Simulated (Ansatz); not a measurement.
Geometry relaxation of SiHClF2

- system: SiHClF2
- method: RKS PBE/def2-SVP (Ansatz 0.2.0)

It belongs to a series of runs on one base structure; here: end point B relaxed. Figures and captions count atoms from 1; the log counts them from 0 in places.

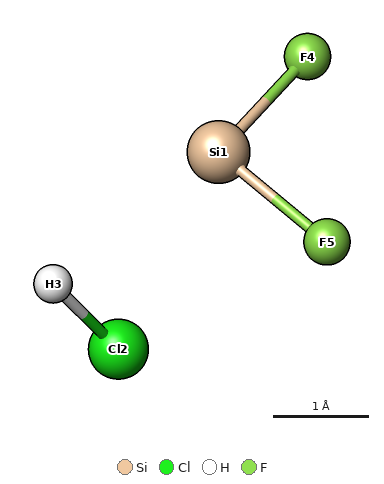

**Figure 1.** The input geometry (ball-and-stick view, seen at a tilt; atoms are numbered from 1 in the order of the input). Bond lengths as drawn: Cl–H 1.34 Å and F–Si 1.64 Å.

### Input
```yaml
crystal:
  periodic: [false, false, false]
  atoms:
    - { symbol: Si, position_ang: [-0.110348, 1.0e-06, -0.785641] }
    - { symbol: Cl, position_ang: [1.68245, 0.0, 2.017846] }
    - { symbol: H, position_ang: [2.073214, -2.0e-06, 0.737242] }
    - { symbol: F, position_ang: [-1.10796, 1.269135, -0.479024] }
    - { symbol: F, position_ang: [-1.107957, -1.269134, -0.479022] }
basis:
  gaussian: { orbitals: def2-SVP }
hamiltonian:
  xc: pbe
relax:
  f_tol: 0.03
  max_steps: 50
output:
  orbitals: {}
```

Command:
```bash
ansatz run input.yaml --threads 1 --pin off --max-ram 2048MiB --backend cpu --events-out ev --progress --plain --runs-dir out
```

### Output
```
The last accepted step is kept in [file] (removed where the run ends without a failure and the disk answers)
Engine: ansatz 0.2.0, x86_64-unknown-linux-gnu
Functional definition: PBE
  parameter kappa = 0.804
  parameter beta = 0.06672455060314922
  exchange = pbe_x(kappa = kappa, mu = beta*pi^2/3)
  correlation = pbe_c(beta = beta)
745 factors; their error is unknown
mean field evaluation 1: about -25824.2758 eV, gradient 4.5e1 eV
mean field evaluation 2: about -25805.8514 eV, gradient 1.1e2 eV
mean field evaluation 4: about -25827.4585 eV, gradient 2.3e0 eV
mean field evaluation 8: about -25827.4713 eV, gradient 3.1e-2 eV
mean field evaluation 16: about -25827.4120 eV, gradient 4.6e-5 eV
mean field -25827.41199216 eV, -949.1398842631 hartree, gradient 2.7e-5 eV, S^2 0.000000; 0 other end points of the search recorded, 0 dependent functions left out
the calculation of the forces begins
reference -25827.41202078 eV, -949.1398853149 hartree; 25, 25 occupied and 44, 44 virtual orbitals, 745 factors
relax step   1: F+E_penalty+E_count = -25827.41199216 eV  Δ(F+E_penalty+E_count) = +0.000e0 eV  max|allowed force component| = 9.468e-1 eV/Å  Δτ_max = 0.0000 Å  (27 SCF iters, accepted)
these checks for a lower state are left out or cut short: starts, cluster_reference, orbital_swaps, neighbouring_geometries, increment
745 factors; their error is unknown
mean field -25827.39295645 eV, -949.1391847139 hartree, gradient 2.5e-5 eV, S^2 0.000000; 0 other end points of the search recorded, 0 dependent functions left out
the calculation of the forces begins
reference -25827.39298556 eV, -949.1391857835 hartree; 25, 25 occupied and 44, 44 virtual orbitals, 745 factors
relax step   2: F+E_penalty+E_count = -25827.39295645 eV  Δ(F+E_penalty+E_count) = +1.904e-2 eV  max|allowed force component| = 1.396e0 eV/Å  Δτ_max = 0.1959 Å  (32 SCF iters, rejected (line search))
these checks for a lower state are left out or cut short: starts, cluster_reference, orbital_swaps, neighbouring_geometries, increment
745 factors; their error is unknown
mean field evaluation 32: about -25827.4235 eV, gradient 1.2e-5 eV
mean field -25827.42347547 eV, -949.1403062670 hartree, gradient 1.2e-5 eV, S^2 0.000000; 0 other end points of the search recorded, 0 dependent functions left out
the calculation of the forces begins
reference -25827.42350465 eV, -949.1403073394 hartree; 25, 25 occupied and 44, 44 virtual orbitals, 745 factors
relax step   3: F+E_penalty+E_count = -25827.42347547 eV  Δ(F+E_penalty+E_count) = -1.148e-2 eV  max|allowed force component| = 8.287e-1 eV/Å  Δτ_max = 0.0613 Å  (28 SCF iters, accepted)
these checks for a lower state are left out or cut short: starts, cluster_reference, orbital_swaps, neighbouring_geometries, increment
745 factors; their error is unknown
mean field -25827.43448634 eV, -949.1407109092 hartree, gradient 2.2e-5 eV, S^2 0.000000; 0 other end points of the search recorded, 0 dependent functions left out
the calculation of the forces begins
reference -25827.43451568 eV, -949.1407119875 hartree; 25, 25 occupied and 44, 44 virtual orbitals, 745 factors
relax step   4: F+E_penalty+E_count = -25827.43448634 eV  Δ(F+E_penalty+E_count) = -1.101e-2 eV  max|allowed force component| = 8.889e-1 eV/Å  Δτ_max = 0.0975 Å  (27 SCF iters, accepted)
these checks for a lower state are left out or cut short: starts, cluster_reference, orbital_swaps, neighbouring_geometries, increment
745 factors; their error is unknown
mean field -25827.45655872 eV, -949.1415220541 hartree, gradient 1.1e-5 eV, S^2 0.000000; 0 other end points of the search recorded, 0 dependent functions left out
the calculation of the forces begins
reference -25827.45658851 eV, -949.1415231491 hartree; 25, 25 occupied and 44, 44 virtual orbitals, 745 factors
relax step   5: F+E_penalty+E_count = -25827.45655872 eV  Δ(F+E_penalty+E_count) = -2.207e-2 eV  max|allowed force component| = 5.870e-1 eV/Å  Δτ_max = 0.1235 Å  (27 SCF iters, accepted)
these checks for a lower state are left out or cut short: starts, cluster_reference, orbital_swaps, neighbouring_geometries, increment
745 factors; their error is unknown
mean field -25827.47470988 eV, -949.1421890968 hartree, gradient 1.2e-5 eV, S^2 0.000000; 0 other end points of the search recorded, 0 dependent functions left out
the calculation of the forces begins
reference -25827.47473946 eV, -949.1421901839 hartree; 25, 25 occupied and 44, 44 virtual orbitals, 745 factors
relax step   6: F+E_penalty+E_count = -25827.47470988 eV  Δ(F+E_penalty+E_count) = -1.815e-2 eV  max|allowed force component| = 3.517e-1 eV/Å  Δτ_max = 0.1523 Å  (27 SCF iters, accepted)
these checks for a lower state are left out or cut short: starts, cluster_reference, orbital_swaps, neighbouring_geometries, increment
745 factors; their error is unknown
mean field -25827.48024917 eV, -949.1423926622 hartree, gradient 1.2e-5 eV, S^2 0.000000; 0 other end points of the search recorded, 0 dependent functions left out
the calculation of the forces begins
reference -25827.48027891 eV, -949.1423937551 hartree; 25, 25 occupied and 44, 44 virtual orbitals, 745 factors
relax step   7: F+E_penalty+E_count = -25827.48024917 eV  Δ(F+E_penalty+E_count) = -5.539e-3 eV  max|allowed force component| = 2.470e-1 eV/Å  Δτ_max = 0.0660 Å  (26 SCF iters, accepted)
these checks for a lower state are left out or cut short: starts, cluster_reference, orbital_swaps, neighbouring_geometries, increment
745 factors; their error is unknown
mean field evaluation 64: about -25827.5417 eV, gradient 1.1e-2 eV
mean field -25827.48365008 eV, -949.1425176432 hartree, gradient 1.0e-5 eV, S^2 0.000000; 0 other end points of the search recorded, 0 dependent functions left out
the calculation of the forces begins
reference -25827.48367992 eV, -949.1425187398 hartree; 25, 25 occupied and 44, 44 virtual orbitals, 745 factors
relax step   8: F+E_penalty+E_count = -25827.48365008 eV  Δ(F+E_penalty+E_count) = -3.401e-3 eV  max|allowed force component| = 1.889e-1 eV/Å  Δτ_max = 0.0174 Å  (26 SCF iters, accepted)
these checks for a lower state are left out or cut short: starts, cluster_reference, orbital_swaps, neighbouring_geometries, increment
745 factors; their error is unknown
mean field -25827.46110903 eV, -949.1416892750 hartree, gradient 1.2e-5 eV, S^2 0.000000; 0 other end points of the search recorded, 0 dependent functions left out
the calculation of the forces begins
reference -25827.46113894 eV, -949.1416903741 hartree; 25, 25 occupied and 44, 44 virtual orbitals, 745 factors
relax step   9: F+E_penalty+E_count = -25827.46110903 eV  Δ(F+E_penalty+E_count) = +2.254e-2 eV  max|allowed force component| = 1.033e0 eV/Å  Δτ_max = 0.1948 Å  (32 SCF iters, rejected (line search))
these checks for a lower state are left out or cut short: starts, cluster_reference, orbital_swaps, neighbouring_geometries, increment
745 factors; their error is unknown
mean field -25827.48933426 eV, -949.1427265332 hartree, gradient 2.1e-5 eV, S^2 0.000000; 0 other end points of the search recorded, 0 dependent functions left out
the calculation of the forces begins
reference -25827.48936417 eV, -949.1427276322 hartree; 25, 25 occupied and 44, 44 virtual orbitals, 745 factors
relax step  10: F+E_penalty+E_count = -25827.48933426 eV  Δ(F+E_penalty+E_count) = -5.684e-3 eV  max|allowed force component| = 1.296e-1 eV/Å  Δτ_max = 0.0926 Å  (28 SCF iters, accepted)
these checks for a lower state are left out or cut short: starts, cluster_reference, orbital_swaps, neighbouring_geometries, increment
745 factors; their error is unknown
mean field -25827.49102285 eV, -949.1427885877 hartree, gradient 1.2e-5 eV, S^2 0.000000; 0 other end points of the search recorded, 0 dependent functions left out
the calculation of the forces begins
reference -25827.49105259 eV, -949.1427896803 hartree; 25, 25 occupied and 44, 44 virtual orbitals, 745 factors
relax step  11: F+E_penalty+E_count = -25827.49102285 eV  Δ(F+E_penalty+E_count) = -1.689e-3 eV  max|allowed force component| = 8.623e-3 eV/Å  Δτ_max = 0.0339 Å  (27 SCF iters, accepted)
745 factors; their error is unknown
mean field evaluation 96: about -25827.4771 eV, gradient 4.9e0 eV
```

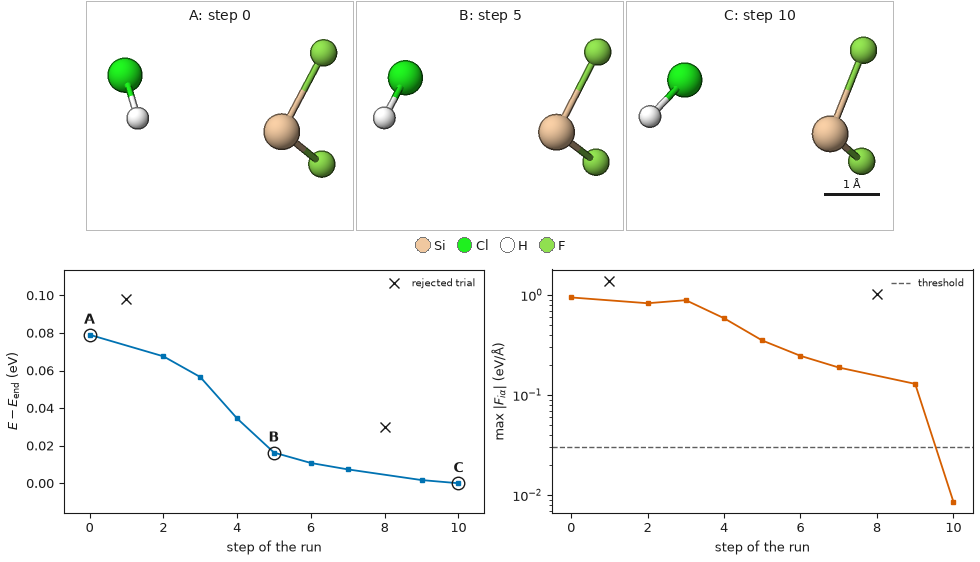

**Figure 2.** Frames of the relaxation (ball-and-stick view, seen at a tilt) above the curves, on which the letters mark them (the first geometry is step 0 here and step 1 in the log).

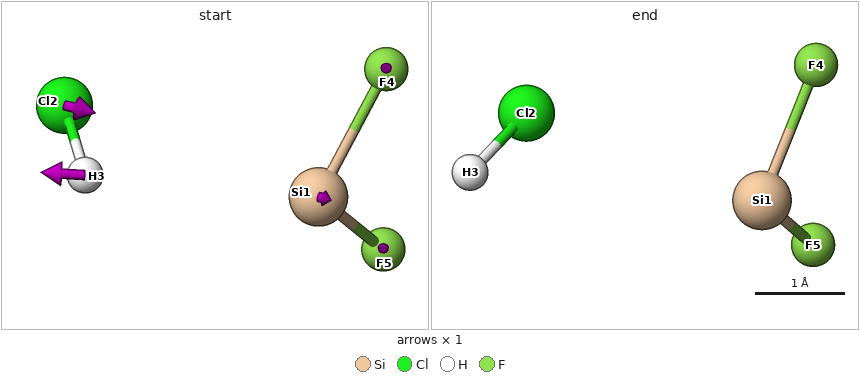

**Figure 3.** Before (left) and after (right) the relaxation, at one scale (ball-and-stick view, seen at a tilt). The pink arrows give the displacements, at true length. The atom that moves furthest after the best rigid fit is H3 (0.51 Å). Largest moves by element: H 0.51 Å, Cl 0.39 Å, Si 0.17 Å, F 0.08 Å. Among the contacts that change: Cl2–H3 1.339 → 1.299 Å, Si1–F4 1.643 → 1.649 Å. Over 10 geometry steps the energy falls by 0.079 eV. The largest force component goes from 0.95 to 0.0086 eV/Å. The line search rejected the trial steps at points 1, 8 (counted from 0) and went back. (Atoms are counted from 1 in the order of the input.)

```
mean field -25827.49102285 eV, -949.1427885877 hartree, gradient 1.1e-5 eV, S^2 0.000000; 1 other end points of the search recorded, 0 dependent functions left out
the calculation of the forces begins
reference -25827.49105259 eV, -949.1427896803 hartree; 25, 25 occupied and 44, 44 virtual orbitals, 745 factors
Total energy: -25827.49105259 eV, -949.1427896803 hartree
Atom 0 at    -0.219170     0.000121    -0.912201 Å, force     0.002439    -0.000009     0.002372 eV/Å
Atom 1 at     1.427583     0.000220     1.724574 Å, force    -0.008623    -0.000022     0.000704 eV/Å
Atom 2 at     2.508335    -0.000341     1.004461 Å, force     0.004576     0.000001    -0.004697 eV/Å
Atom 3 at    -1.143743     1.266491    -0.402543 Å, force     0.000782    -0.004309     0.000793 eV/Å
Atom 4 at    -1.143607    -1.266491    -0.402889 Å, force     0.000827     0.004338     0.000828 eV/Å
Dipole moment:     0.577876    -0.000079    -0.015452 e Å
```

### Trajectory as extended XYZ (Å, eV, eV/Å), 11 frames, from step=1 to step=11
```
5
Properties=species:S:1:pos:R:3:forces:R:3 step=1 energy=-25827.41199
Si   -0.1103    0.0000   -0.7856   -0.0130   0.0000   0.0229
Cl    1.6825    0.0000    2.0178    0.2334   0.0000  -0.9468
H     2.0732    0.0000    0.7372   -0.2183   0.0000   0.9243
F    -1.1080    1.2691   -0.4790   -0.0011  -0.0011  -0.0002
F    -1.1080   -1.2691   -0.4790   -0.0011   0.0011  -0.0002
5
Properties=species:S:1:pos:R:3:forces:R:3 step=2 energy=-25827.39296 accepted=F
Si   -0.1179    0.0000   -0.7308    0.0768   0.0000  -0.2242
Cl    1.5413    0.0000    1.9229    0.8363   0.0000  -1.3176
H     2.2668    0.0000    0.7673   -0.7961   0.0000   1.3964
F    -1.1304    1.2693   -0.4740   -0.0585   0.0408   0.0727
F    -1.1304   -1.2693   -0.4740   -0.0585  -0.0408   0.0727
5
Properties=species:S:1:pos:R:3:forces:R:3 step=3 energy=-25827.42347
Si   -0.1297    0.0000   -0.8438   -0.0963   0.0000   0.1265
Cl    1.6311    0.0000    1.9936    0.2494   0.0000  -0.8287
H     2.1290    0.0000    0.7595   -0.2249   0.0000   0.7791
F    -1.1005    1.2690   -0.4490    0.0359  -0.0446  -0.0385
F    -1.1005   -1.2690   -0.4490    0.0359   0.0446  -0.0385
5
Properties=species:S:1:pos:R:3:forces:R:3 step=4 energy=-25827.43449
Si   -0.1304    0.0000   -0.8070   -0.1755   0.0000   0.0586
Cl    1.5836    0.0000    1.9535    0.4069   0.0000  -0.8889
H     2.2240    0.0000    0.7820   -0.3809   0.0000   0.8718
F    -1.1239    1.2691   -0.4586    0.0748  -0.0810  -0.0207
F    -1.1239   -1.2691   -0.4586    0.0748   0.0810  -0.0207
5
Properties=species:S:1:pos:R:3:forces:R:3 step=5 energy=-25827.45656
Si   -0.1739    0.0000   -0.8303    0.0791   0.0002  -0.0177
Cl    1.5873    0.0005    1.9394    0.2911  -0.0005  -0.5870
H     2.3292   -0.0004    0.8467   -0.2904   0.0005   0.5504
F    -1.1566    1.2684   -0.4720   -0.0399   0.0268   0.0270
F    -1.1565   -1.2685   -0.4724   -0.0400  -0.0269   0.0272
5
Properties=species:S:1:pos:R:3:forces:R:3 step=6 energy=-25827.47471
Si   -0.1837    0.0000   -0.8369   -0.3517  -0.0002   0.0776
Cl    1.5506    0.0003    1.8627   -0.0743   0.0000  -0.0105
H     2.4549   -0.0003    0.9327    0.0565   0.0000  -0.0044
F    -1.1961    1.2561   -0.4733    0.1847  -0.0602  -0.0314
F    -1.1962   -1.2561   -0.4738    0.1849   0.0604  -0.0313
5
Properties=species:S:1:pos:R:3:forces:R:3 step=7 energy=-25827.48025
Si   -0.2052    0.0000   -0.8526   -0.1542   0.0001  -0.0040
Cl    1.5314    0.0003    1.8228   -0.2470   0.0001   0.1695
H     2.5043   -0.0002    0.9764    0.2177  -0.0001  -0.1757
F    -1.2004    1.2589   -0.4673    0.0917  -0.0074   0.0050
F    -1.2007   -1.2590   -0.4679    0.0918   0.0074   0.0052
5
Properties=species:S:1:pos:R:3:forces:R:3 step=8 energy=-25827.48365
Si   -0.2067    0.0000   -0.8647   -0.0818   0.0001  -0.0047
Cl    1.5161    0.0004    1.8150   -0.1889   0.0000   0.1090
H     2.4958   -0.0003    0.9728    0.1642  -0.0001  -0.1224
F    -1.1878    1.2606   -0.4556    0.0533   0.0097   0.0090
F    -1.1879   -1.2607   -0.4562    0.0533  -0.0097   0.0092
5
Properties=species:S:1:pos:R:3:forces:R:3 step=9 energy=-25827.46111 accepted=F
Si   -0.2500    0.0002   -0.9522   -0.2036   0.0001   0.1415
Cl    1.3933    0.0006    1.6637    1.0169  -0.0011  -0.4568
H     2.5999   -0.0007    1.0782   -1.0335   0.0011   0.4585
F    -1.1571    1.2646   -0.3888    0.1101  -0.1020  -0.0717
F    -1.1568   -1.2647   -0.3895    0.1101   0.1019  -0.0715
5
Properties=species:S:1:pos:R:3:forces:R:3 step=10 energy=-25827.48933
Si   -0.2122    0.0001   -0.8858    0.0171   0.0001  -0.0554
Cl    1.4510    0.0005    1.7491    0.1157  -0.0002  -0.0798
H     2.5154   -0.0005    0.9956   -0.1296   0.0001   0.0872
F    -1.1625    1.2645   -0.4234   -0.0015   0.0204   0.0240
F    -1.1624   -1.2646   -0.4241   -0.0016  -0.0205   0.0241
5
Properties=species:S:1:pos:R:3:forces:R:3 step=11 energy=-25827.49102
Si   -0.2192    0.0001   -0.9122    0.0024   0.0000   0.0024
Cl    1.4276    0.0002    1.7246   -0.0086   0.0000   0.0007
H     2.5083   -0.0003    1.0045    0.0046   0.0000  -0.0047
F    -1.1437    1.2665   -0.4025    0.0008  -0.0043   0.0008
F    -1.1436   -1.2665   -0.4029    0.0008   0.0043   0.0008
```

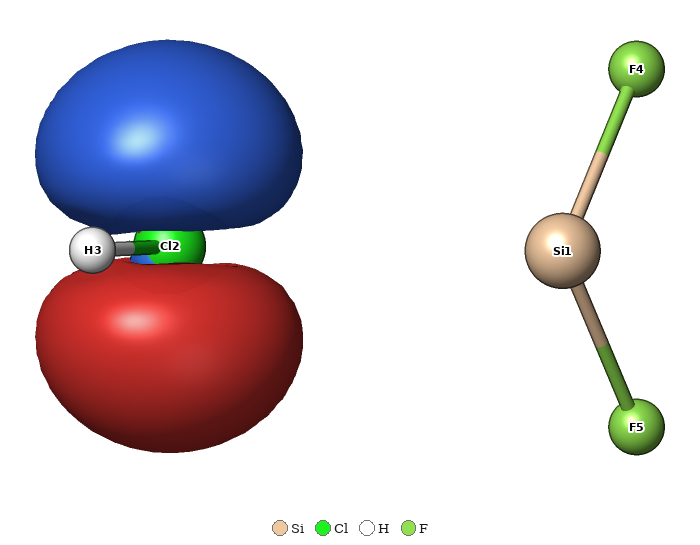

**Figure 4.** The HOMO−1 at ±0.2 Å⁻³ᐟ² (red and blue are the two phases), seen face on. Its energy is −8.33 eV.

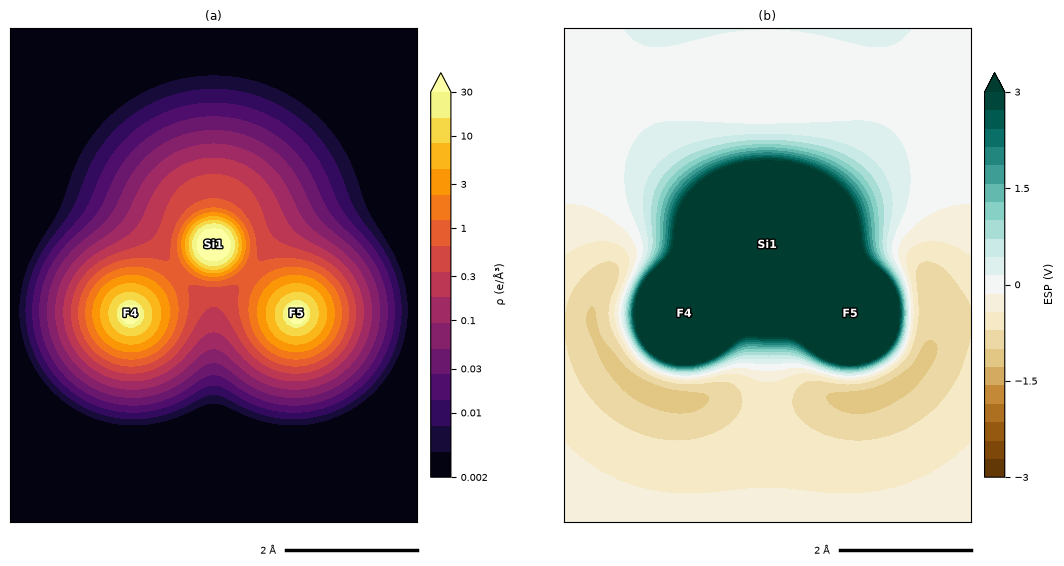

**Figure 5.** (a) total electron density; (b) electrostatic potential on the plane of atoms F4, Si1 and F5. Si–F (1.65 Å): ρ is about 0.95 e/Å³ halfway.

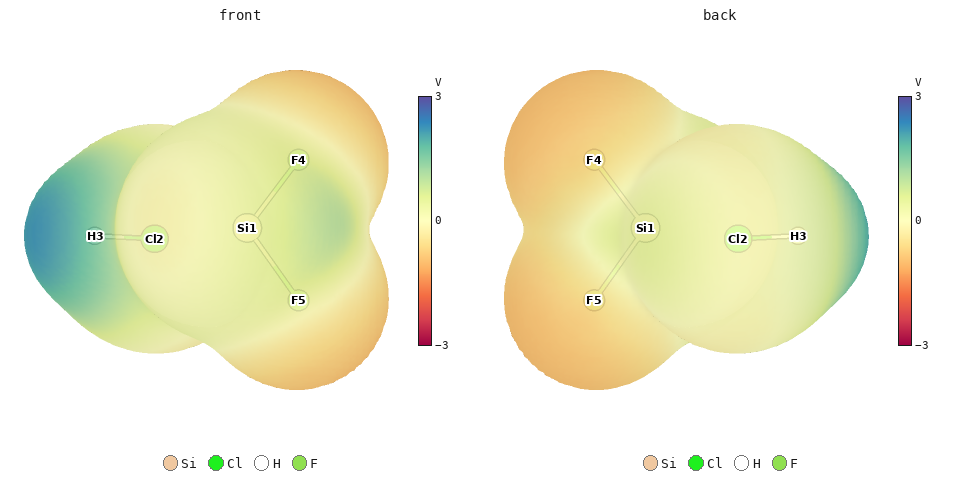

**Figure 6.** The molecular electrostatic potential painted on the density surface at 0.001 e/bohr³, seen at a tilt and from behind; red is negative and blue positive.

### Summary

| quantity | value |
| --- | --- |
| outcome | converged |
| total energy | −25827.4911 eV |
| mean-field energy | −25827.4911 eV |
| largest force (length of the vector) at the end | 0.009 eV/Å |
| hardware | 1 thread of AMD EPYC (Zen 3), 192 GiB of memory available, shared host |
| wall time | 17 s |
| peak memory | 0.14 GiB |
